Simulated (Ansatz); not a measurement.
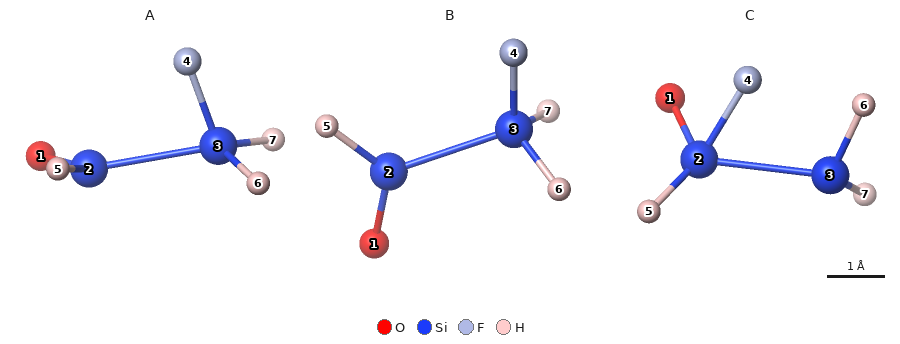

3 geometries from one relaxation of Si₂H₃OF, in shuffled order. Style: ball-and-stick. Shown at a tilt.

It is one of the separated reactants of a reaction.

All numbers below come from RKS PBE-D4/def2-SVP in Ansatz. Settings: force threshold 0.03 eV/Å; at most 250 steps.

Question: Order the frames from highest to lowest energy.

Answer: C, A, B. They are steps 0, 12, 35, at +98.2 kcal/mol, +6.36 kcal/mol relative to the last. O1 moves most after the best rigid fit: 2.59 Å. Largest moves by element: O 2.59 Å, H 1.59 Å, F 1.43 Å, Si 0.87 Å. Among the contacts that change: Si2–F4 1.710 → 3.300 Å, Si3–F4 2.247 → 1.644 Å, O1–Si2 1.522 → 1.560 Å, Si2–H5 1.495 → 1.517 Å. New bonds form, among them: Si3–F4 (2.25 → 1.64 Å). Bonds break, among them: Si2–F4 (1.71 → 3.30 Å). After 31 accepted moves (35 points after the start) the energy has fallen by 98.2 kcal/mol. Largest force component: 6.5 eV/Å at the start, 0.02 eV/Å at the end. The line search rejected the trial steps at points 17, 21, 28, 29 of the run. The forces were under the threshold at step 30, but the run went on from there. Cost: 43 s on 2 threads of Arm Neoverse V1 (shared host).
